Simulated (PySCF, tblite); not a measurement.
# C₆H₁₂BNO: geometry, infrared bands and NMR shifts

Wanted: the infrared bands and NMR shifts of C₆H₁₂BNO (`CC#[N+][BH2-]O/C=C/CC`), by calculation.

Programs: tblite 0.8.0 and PySCF 2.14.0, with density-fitted response routines of our own. Each step states its level of theory. These are calculated values for one molecule in the gas phase, unless marked as measured. Atoms count from 0, in the outputs and in this text.

## Step 1: Starting geometry

21 atoms, charge 0, multiplicity 1; geometry from: force field or distance geometry start.

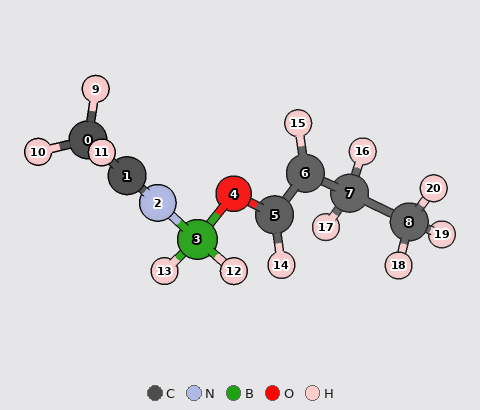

The starting geometry (carbon dark grey, nitrogen light blue, boron green, oxygen red, hydrogen pink), atoms numbered; sticks join atoms by distance.

## Step 2: Geometry optimisation with GFN2-xTB

Job settings and geometry (Å):

```
{"job": {"kind": "relax", "xc": "GFN2-xTB", "basis": "xTB"}, "charge": 0, "multiplicity": 1}
C      5.141700    -0.696800     0.312000
C      3.802700    -0.139800     0.019300
N      2.768100     0.286600    -0.192100
B      1.411700     0.855300    -0.492000
O      0.365700    -0.135100    -0.048200
C     -0.997900     0.131500    -0.211200
C     -1.890300    -0.765400     0.183400
C     -3.359300    -0.531500     0.033500
C     -3.862000     0.531100     0.996000
H      5.022100    -1.695500     0.784700
H      5.702200    -0.788600    -0.634800
H      5.669300    -0.020500     1.008400
H      1.268600     1.871300     0.124200
H      1.318800     1.055200    -1.655800
H     -1.323500     1.077000    -0.647300
H     -1.554800    -1.706800     0.619200
H     -3.902800    -1.482100     0.242200
H     -3.593400    -0.242500    -1.017100
H     -3.386400     1.514800     0.784100
H     -4.960400     0.651400     0.888500
H     -3.649100     0.247400     2.047700
```

Command:

```bash
> OMP_NUM_THREADS=1 python probes_run.py task.json out
```

This one command runs all jobs of the session in turn.

**Question.** This job is followed by: GFN2-xTB harmonic vibrations, gas phase; GIAO PBE0/pcSseg-1 NMR shielding, non-relativistic, gas phase. Predict these results of the whole session: strongest single infrared mode (GFN2-xTB); zero-point energy (GFN2-xTB); 13C shifts against TMS (PBE0/pcSseg-1); 1H shifts against TMS (PBE0/pcSseg-1, means over atoms taken as alike); 15N shifts against NH3 (PBE0/pcSseg-1); 11B shifts against BF3·OEt2 (PBE0/pcSseg-1); 17O shifts against H2O (PBE0/pcSseg-1).

**Answer**, as computed:

| quantity | value |
| --- | --- |
| strongest single infrared mode (GFN2-xTB) | 1054 cm⁻¹, 228 km/mol |
| zero-point energy (GFN2-xTB) | 105.9 kcal/mol |
| 13C shifts against TMS (PBE0/pcSseg-1) | 157.6, 128.3, 113.0, 27.5, 20.5, 1.7 ppm |
| 1H shifts against TMS (PBE0/pcSseg-1, means over atoms taken as alike) | 6.55, 5.17, 2.88, 2.50, 1.91, 1.02 ppm |
| 15N shifts against NH3 (PBE0/pcSseg-1) | 241.5 ppm |
| 11B shifts against BF3·OEt2 (PBE0/pcSseg-1) | -12.9 ppm |
| 17O shifts against H2O (PBE0/pcSseg-1) | 148.5 ppm |

In words: Relaxing lowered the energy by 0.495 eV in 210 steps; the close pair that moved most is O4–C5, from 1.399 to 1.337 Å. The lowest mode is imaginary (28i cm⁻¹), so the xTB geometry is not a minimum. The strongest single mode, at 1054 cm⁻¹, is carried by H13, H12, N2, C0. GFN2-xTB is a fitted tight-binding method: band positions and strengths are rough. Its intensities can rank the bands wrongly. The most deshielded carbon is C5 (alkene carbon bearing oxygen), at 157.6 ppm: an sp2 carbon further deshielded by the attached heteroatom. H14 (hydrogen on an alkene carbon bearing oxygen) lies farthest downfield among hydrogen, at 6.55 ppm; olefinic region. At PBE0/pcSseg-1: The largest span, 464 ppm, is at N2, where the paramagnetic term is -312 ppm.
